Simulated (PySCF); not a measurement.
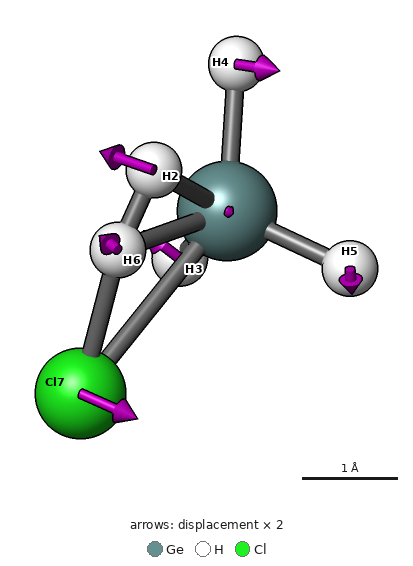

This is a relaxation of GeH$_{5}$Cl. The starting structure is drawn; purple arrows show the displacements, 2 times their true length. The two geometries are superimposed by the best rigid fit.

The picture is a ball-and-stick view, seen from a free direction.

The reaction that was planned forms Ge1–Cl7, H2–H6 and breaks Ge1–H2, H6–Cl7 (atoms numbered from 1 in input order).

Level of theory: RKS PBE0-D4/def2-TZVP, partitioned rational-function steps on a Bofill-updated Hessian in PySCF 2.14.0. 

Question: Describe the change and its energy.

Answer: The energy falls by 0.52 kcal/mol in 18 geometry steps. The largest moves after the best rigid fit, 0.37 Å, are those of H and Cl atoms. By element the largest moves are H 0.37 Å, Cl 0.37 Å, Ge 0.05 Å. Among the contacts that change: Cl–H 1.691 → 1.765 Å, H–H 0.924 → 0.885 Å, Ge–H 1.965 → 1.927 Å, Ge–H 1.533 → 1.522 Å. Among the angles between lasting bonds that change: H–Ge–H 135.7° → 114.1°, H–Ge–H 98.3° → 115.9°, H–Ge–Cl 95.1° → 85.5°. Cost: 110 s on 4 threads of Intel Xeon @ 2.60GHz, with other jobs on the host.
